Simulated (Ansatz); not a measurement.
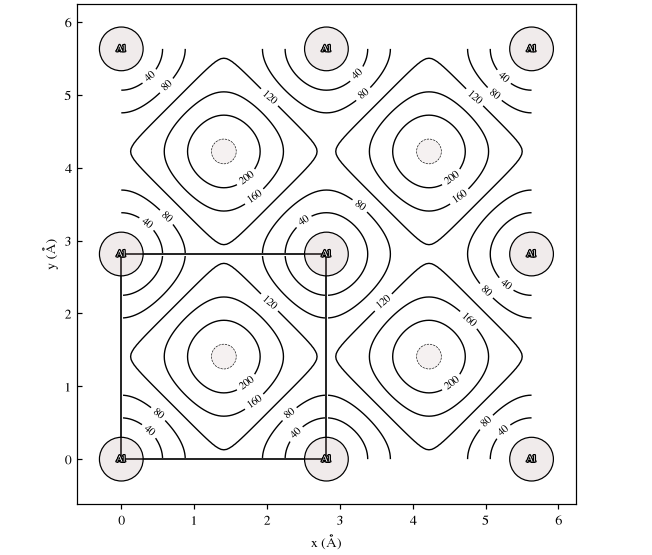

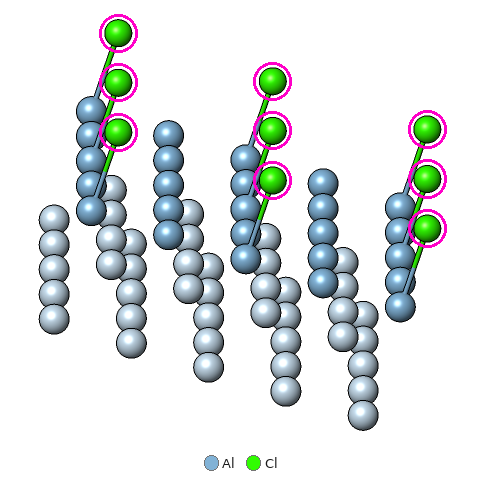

Energy landscape of Cl on an Al(100) slab cut from the Fm-3m phase, its upper half relaxed before the scan (12 atoms of substrate and one adsorbate in a 2 × 2 cell). Cl is moved over the surface cell at a fixed height above a rigid substrate; the origin of the map has the adsorbate above Al9; the height is held at 3.00 Å. Places are given modulo a cell vector. The map is drawn in real space over the plane of the surface. Grid: 6 × 6 points; 10 points were computed and 26 follow by symmetry. Places are given in fractions of the 1 × 1 surface cell. Energies: meV, counted from the lowest grid point. The runs have no spin polarisation, so an open-shell adsorbate far from the surface lies too high. At a fixed height the lowest place need not be the adsorption site. Method: DFT PBE+D3(BJ), scalar-relativistic, plane waves, PAW in Ansatz 0.2.0. Settings: cutoff 420 eV, k-mesh 5×5×1, gaussian smearing 0.1 eV, no spin polarisation.

In the figure: contour lines labelled in meV, labelled circles for the atoms of the top layer and small ones for the second layer, the outline of one cell of the 2 × 2 shown. Between grid points the surface is interpolated. The second picture is the structure at the lowest point; rings mark the moved atoms.

Summarise what can be read from the map.

Answer. The lowest grid point is at the top site over a surface Al atom, (0/6, 0/6) of the cell vectors. It is the only kind of minimum in the scanned range. The highest grid point, a fourfold hollow over a second-layer Al atom, (3/6, 3/6) of the cell vectors, lies 233 meV above the lowest. On the interpolated surface the easiest way out of the lowest well to its copy in the next cell or period passes a barrier of about 118 meV. At the lowest point the adsorbate has 1 Al at 3.00 Å as nearest neighbours, at the highest 4 Al at 3.60 Å.

Each point was launched as `ansatz run input.yaml --threads 1 --pin off --max-ram 3072MiB --backend cpu --events-out ev --progress --plain --runs-dir out`. The whole map (10 points run) took 3.9 min on 1 thread of Intel(R) Xeon(R) Platinum 8259CL CPU @ 2.50GHz (Skylake/Cascade Lake) (shared host).

PAW datasets: the set soft_1.
